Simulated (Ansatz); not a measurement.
# BFH₃O₃− (SMILES [F-].OB(O)O): molecular dynamics

The task is to watch the atoms for 80 steps of 1.0 fs, started with velocities for 500 K and run at constant energy.

Program: Ansatz 0.2.0, Gaussian basis. Level of theory: PBE0-D4/def2-SVPD. These are calculated values, not measurements.

## Step 1: Starting geometry

The start, a pair relaxed at PBE0-D4: 8 atoms, charge -1, spin multiplicity 1.

Atoms are counted from 1 here; the program's logs count them from 0.

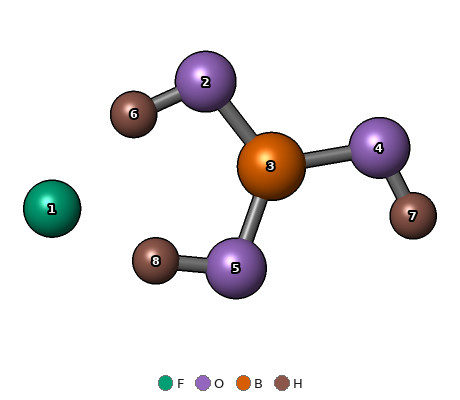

The starting geometry (fluorine teal, oxygen purple, boron orange, hydrogen brown); atoms are numbered from 1 in the order of the file.

As a file:

```xyz
8

F     1.5002   -0.9454   -1.4701
O     0.6440   -0.7178    0.9002
B    -0.2960    0.1546    0.4469
O    -1.1899    0.7089    1.3673
O    -0.3963    0.5054   -0.8666
H     1.1556   -0.9734    0.0706
H    -1.7724    1.2921    0.8769
H     0.3550   -0.0246   -1.3253
```

## Step 2: Dynamics

md/in.yaml

```yaml
crystal:
  periodic: [false, false, false]
  atoms:
    - {symbol: F, position_ang: [1.500176, -0.945413, -1.470130]}
    - {symbol: O, position_ang: [0.643953, -0.717797, 0.900190]}
    - {symbol: B, position_ang: [-0.296023, 0.154598, 0.446852]}
    - {symbol: O, position_ang: [-1.189949, 0.708888, 1.367345]}
    - {symbol: O, position_ang: [-0.396330, 0.505426, -0.866582]}
    - {symbol: H, position_ang: [1.155576, -0.973358, 0.070646]}
    - {symbol: H, position_ang: [-1.772391, 1.292145, 0.876901]}
    - {symbol: H, position_ang: [0.354987, -0.024590, -1.325323]}
basis:
  gaussian: {orbitals: def2-SVPD}
total_charge: -1
hamiltonian: {xc: pbe0, dispersion: d4}
md: {n_steps: 80, timestep: 1.0, temperature: 500, ensemble: nve, seed: 836, initial_velocities: maxwell_boltzmann}
```

Started as:

```sh
ansatz run in.yaml --threads 4 --pin off --events-out ev --progress --plain --max-ram 9574MiB
```

Log, cut to the lines that bear on the results:

```text
Functional definition: PBE0
  name "PBE0"
  cite "Adamo & Barone, J. Chem. Phys. 110, 6158 (1999) doi:10.1063/1.478522"
  cite "Perdew, Burke & Ernzerhof, Phys. Rev. Lett. 77, 3865 (1996) doi:10.1103/PhysRevLett.77.3865"
  parent pbe
[...]
1091 factors; their error is unknown
[...]
mean field -9573.47712486 eV, -351.8187952027 hartree, gradient 1.5e-5 eV, S^2 0.000000; 0 other end points of the search recorded, 0 dependent functions left out
[...]
reference -9573.47715609 eV, -351.8187963506 hartree; 21, 21 occupied and 115, 115 virtual orbitals, 1091 factors
md step     0: t =     0.00 fs  T =   500.0 K  F+E_penalty+E_count = -9573.57986557 eV  E_kin = 0.387780 eV  conserved = -9573.19208557 eV  (27 SCF iters)
[...]
md step    20: t =    20.00 fs  T =   259.4 K  F+E_penalty+E_count = -9573.38993193 eV  E_kin = 0.201145 eV  conserved = -9573.18878662 eV  (31 SCF iters, 3 dispersion substeps)
[...]
md step    40: t =    40.00 fs  T =   100.6 K  F+E_penalty+E_count = -9573.25403883 eV  E_kin = 0.078004 eV  conserved = -9573.17603443 eV  (32 SCF iters, 3 dispersion substeps)
[...]
md step    60: t =    60.00 fs  T =   207.4 K  F+E_penalty+E_count = -9573.33573786 eV  E_kin = 0.160819 eV  conserved = -9573.17491838 eV  (31 SCF iters, 3 dispersion substeps)
[...]
md step    79: t =    79.00 fs  T =   303.9 K  F+E_penalty+E_count = -9573.42709383 eV  E_kin = 0.235660 eV  conserved = -9573.19143384 eV  (31 SCF iters, 3 dispersion substeps)
[...]
md step    80: t =    80.00 fs  T =   253.7 K  F+E_penalty+E_count = -9573.38112706 eV  E_kin = 0.196790 eV  conserved = -9573.18433755 eV  (29 SCF iters, 3 dispersion substeps)
Total energy: -9573.38115825 eV, -351.8152684950 hartree
Atom 0 at     1.575048    -0.942197    -1.494094 Å, force    -0.279077     0.322897     0.268196 eV/Å
Atom 1 at     0.611254    -0.735627     0.920148 Å, force    -0.223254    -0.243526     0.057857 eV/Å
Atom 2 at    -0.345812     0.087782     0.434817 Å, force     0.136765     1.532889     0.120344 eV/Å
Atom 3 at    -1.141714     0.754228     1.383736 Å, force    -1.426147     0.607404    -1.016019 eV/Å
Atom 4 at    -0.467775     0.509396    -0.870164 Å, force     0.988826    -0.782056    -0.048273 eV/Å
Atom 5 at     1.167781    -1.003429     0.150036 Å, force     0.190421    -0.094765    -0.615045 eV/Å
Atom 6 at    -1.770701     1.350999     0.886554 Å, force     1.251633    -1.122419     0.882670 eV/Å
Atom 7 at     0.351265     0.102911    -1.353704 Å, force    -0.639167    -0.220423     0.350270 eV/Å
Dipole moment:    -0.713973     0.460001     0.410314 e Å
```

Wall time 95 s (4 threads of Arm Neoverse V2, shared host).

## Step 3: The trajectory

One row in 5 steps:

```
time (fs)  T (K)  potential (meV)  potential + kinetic (meV)  O4–H7 (Å)  O5–H8 (Å)  B3–O5 (Å)
     0.00    500              0.0                        0.0      0.959      1.028      1.363
     5.00    234            218.8                       12.2      1.021      1.012      1.385
    10.00    106            324.2                       18.6      0.904      1.039      1.400
    15.00    178            265.8                       15.8      1.032      1.000      1.392
    20.00    259            189.9                        3.3      0.925      1.052      1.358
    25.00    309            149.7                        1.7      0.959      1.013      1.330
    30.00    331            142.0                       11.2      1.014      1.035      1.344
    35.00    201            250.2                       18.3      0.903      1.044      1.377
    40.00    101            325.8                       16.1      1.036      1.010      1.391
    45.00    296            163.1                        4.7      0.930      1.079      1.374
    50.00    352            118.0                        3.5      0.979      1.011      1.347
    55.00    243            208.5                        9.3      0.999      1.032      1.341
    60.00    207            244.1                       17.2      0.897      1.027      1.359
    65.00    209            241.1                       15.3      1.032      0.997      1.375
    70.00    241            206.0                        5.2      0.931      1.039      1.376
    75.00    262            190.0                        5.6      0.987      0.994      1.376
    80.00    254            198.7                        7.7      0.999      1.034      1.377
```

Energies count from the start.

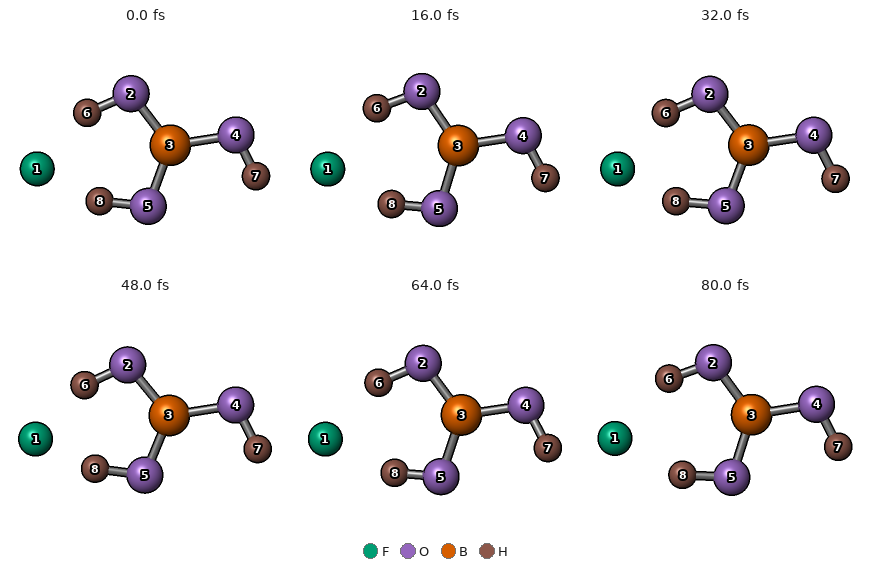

Six frames.

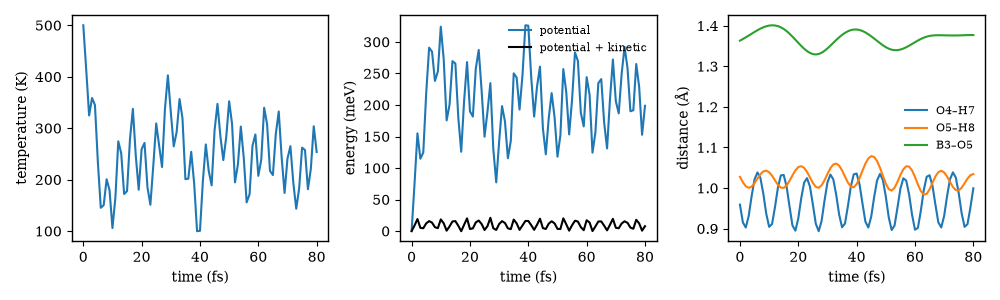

Temperature, energies and the distances followed.

Positions (Å) and forces (eV/Å) at 32.00 fs:

```xyz
8

F     1.495   -0.902   -1.444    0.199   -0.220   -0.287
O     0.625   -0.734    0.886    0.355   -0.757    0.436
B    -0.330    0.093    0.433    0.203    1.359   -0.097
O    -1.143    0.749    1.368   -2.073    1.163   -1.311
O    -0.393    0.473   -0.869   -0.189   -0.462   -0.619
H     1.162   -0.967    0.069   -0.030   -0.030   -0.006
H    -1.806    1.320    0.840    1.838   -1.493    1.333
H     0.355   -0.089   -1.362   -0.302    0.439    0.552
```

Positions (Å) and forces (eV/Å) at 80.00 fs:

```xyz
8

F     1.575   -0.942   -1.494   -0.279    0.323    0.268
O     0.611   -0.736    0.920   -0.223   -0.244    0.058
B    -0.346    0.088    0.435    0.137    1.533    0.120
O    -1.142    0.754    1.384   -1.426    0.607   -1.016
O    -0.468    0.509   -0.870    0.989   -0.782   -0.048
H     1.168   -1.003    0.150    0.190   -0.095   -0.615
H    -1.771    1.351    0.887    1.252   -1.122    0.883
H     0.351    0.103   -1.354   -0.639   -0.220    0.350
```

## Step 4: Outcome

| quantity | value |
| --- | --- |
| length | 80 steps, 80.0 fs |
| temperature at the start | 500 K |
| mean temperature, second half | 244 K |
| lowest and highest potential energy, from the first frame | 0 and 326 meV |
| largest change of potential + kinetic | 21.0 meV |

What this shows: With no thermostat the total energy should stay fixed; it holds within 21.0 meV, or 11 % of the mean kinetic energy of 193 meV, more than a sound time step leaves. The instant temperature ranges from 100 to 500 K, as energy passes between motion and strain. The molecule keeps its bonds.
